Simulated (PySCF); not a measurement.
**C₃H₅FSe, SMILES `CCC(F)=[Se]`: what the electrons do**

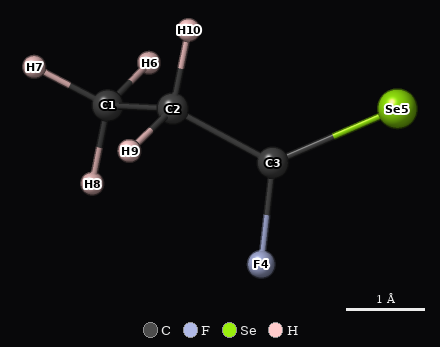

The molecule, with its atoms numbered as below. No frequency check shows the geometry to be a minimum.

Coordinates in Å:

```
C1       2.5351   -0.5983   -0.4776
C2       1.5230   -0.4261    0.6618
C3       0.3469    0.3530    0.1991
F4       0.6382    1.6314   -0.0637
Se5     -1.2856   -0.2188   -0.0578
H6       2.0825   -1.1433   -1.3029
H7       3.3974   -1.1549   -0.1213
H8       2.8692    0.3708   -0.8403
H9       2.0025    0.1123    1.4848
H10      1.1850   -1.3997    1.0170
```

### 1. Bonding charge

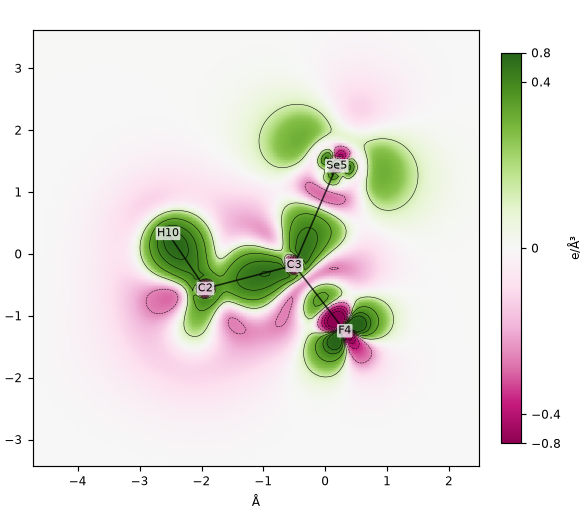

Deformation density (molecule less spherical, spin-averaged free atoms) in the plane of C2, C3, F4, Se5 and H10; colour scale in e/Å³, logarithmic beyond ±0.1; green: gain, pink: loss.

Method: TPSSh/def2-SVPD; geometry: GFN2-xTB; program: PySCF.

How much density has each bond in this plane gained at its critical point, relative to the free atoms?

Answer. C2–H10: +0.70 e/Å³ at the bond critical point (bond length 1.09 Å). C2–C3: +0.52 e/Å³ at the bond critical point (bond length 1.49 Å). C3–Se5: +0.15 e/Å³ at the bond critical point (bond length 1.75 Å). C3–F4: 0.00 e/Å³ at the bond critical point (bond length 1.34 Å); up to 0.6 Å beside the axis the gain reaches +0.25 e/Å³. In all, 2.2 electrons gather in the regions of gain relative to the promolecule. A small or negative value marks a very polar bond, one between electron-rich atoms, whose free-atom densities already overlap strongly, a long bond to a heavier atom, or a closed-shell contact such as a hydrogen bond.

### 2. Bond critical points

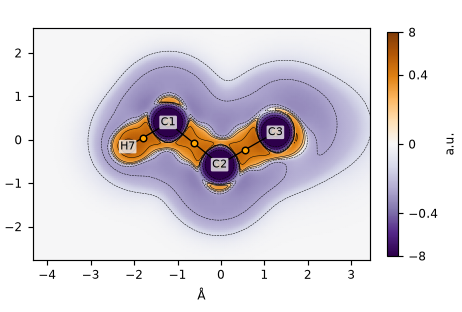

Negative Laplacian of the density (−∇²ρ) in the plane of C1, C2, C3 and H7 (orange positive, purple negative, colour scale in a.u., logarithmic beyond ±0.04), with bond paths and bond critical points (dots).

At which bond critical points in this plane is charge locally concentrated, and at which depleted?

Answer. Concentrated (∇²ρ < 0): C1–H7 (−1.02 a.u.); C2–C3 (−0.67 a.u.); C1–C2 (−0.53 a.u.). At none is it depleted.

Where along C1–H7 does the critical point lie?

Answer. 0.67 Å from C1 and 0.41 Å from H7.

### 3. Local ionisation energy

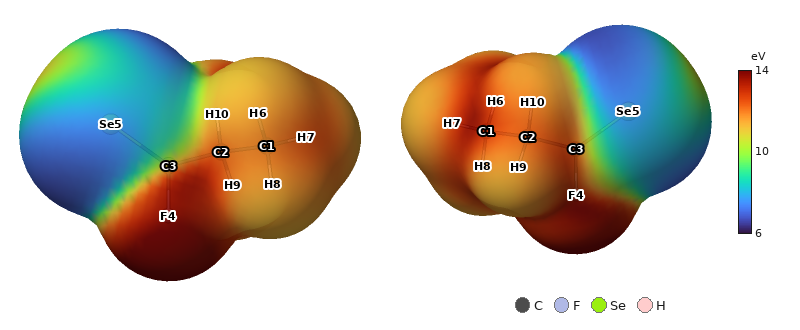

Average local ionisation energy on the surface of electron density 0.001 a.u. (back view left, front view right).

Locate the minima of the map.

Answer. The lowest value is 6.7 eV, 2.4 Å from Se5. Further minima include 6.8 eV, near H10 (2.37 Å) and Se5 (2.43 Å); 11.2 eV, 1.3 Å from H8. For comparison, the highest occupied orbital lies at −6.0 eV.

What volume does the surface enclose, and what is the dipole moment?

Answer. About 119 Å³; the dipole moment is 2.7 D.

### 4. Removing or adding an electron

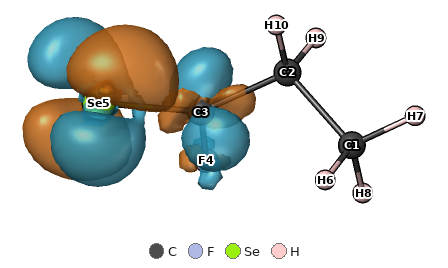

Dual descriptor f⁺ − f⁻ at ±0.06 e/Å³ (light blue positive, orange negative).

Computed with PySCF, HF/def2-SVP, geometry: GFN2-xTB.

Which atoms come out as electrophilic, and which as nucleophilic?

Answer. Electrophilic (positive): C3 (+0.10). Nucleophilic (negative): Se5 (−0.16). f⁻ (Hirshfeld-condensed) is largest on Se5 (0.66); the vertical ionisation energy is 7.84 eV. f⁺ (Hirshfeld-condensed) is largest on Se5 (0.51); the vertical electron affinity is −0.17 eV (the stability of the anion's solution wasn't checked; negative, but this basis has no diffuse functions, so it doesn't show that the anion is unbound).

### 5. Stretching a bond

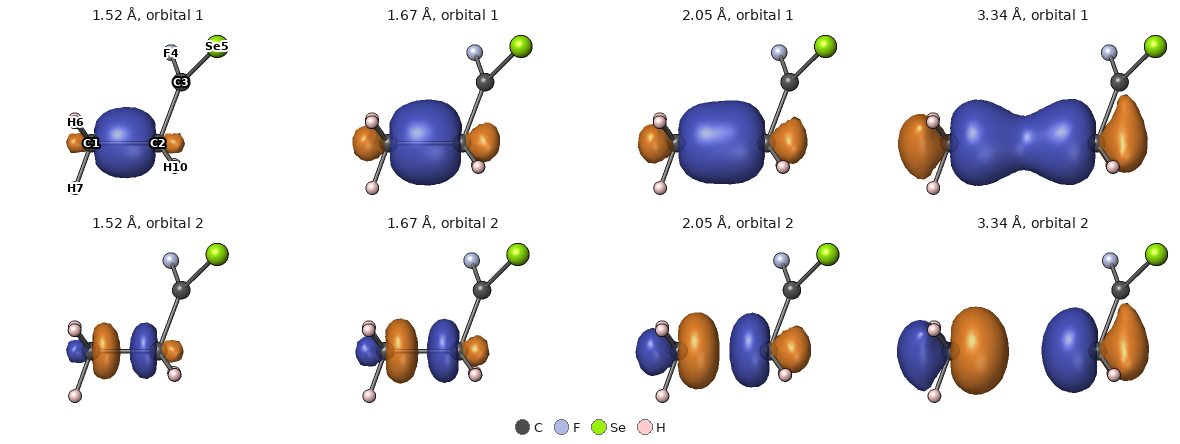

Rigid stretch of the C1–C2 bond. The two CASSCF(2,2) natural orbitals nearest half filling (orbital 1 the more occupied).

Level of theory: cc-pVDZ basis (PySCF), at a geometry from GFN2-xTB.

How do the occupations change along the stretch?

Answer. 1.52 Å: 1.98 and 0.02; 1.67 Å: 1.97 and 0.03; 2.05 Å: 1.92 and 0.08; 3.34 Å: 1.35 and 0.65. At the longest distance computed (4.26 Å) they are 1.09 and 0.91, and the effective number of unpaired electrons is 2.0.

UHF's ⟨S²⟩ passes 1 along the scan (up to 1.35), so it also polarises electrons outside the stretched bond; its energy lowering isn't due to that bond alone.

UHF already breaks spin symmetry near equilibrium here (⟨S²⟩ = 0.26 at 1.52 Å), for reasons apart from this bond.

How much energy does the stretch cost?

Answer. By CASSCF, 3.9 eV from the lowest point of the scan (1.52 Å) to 4.26 Å; RHF gives 7.6 eV from its own lowest point. The fragments aren't relaxed and dynamic correlation is missing, so this isn't a bond dissociation energy.

The PySCF runs shown took 110 s, 77 s and 12 min on 1 thread of Arm Neoverse V1 (shared host).
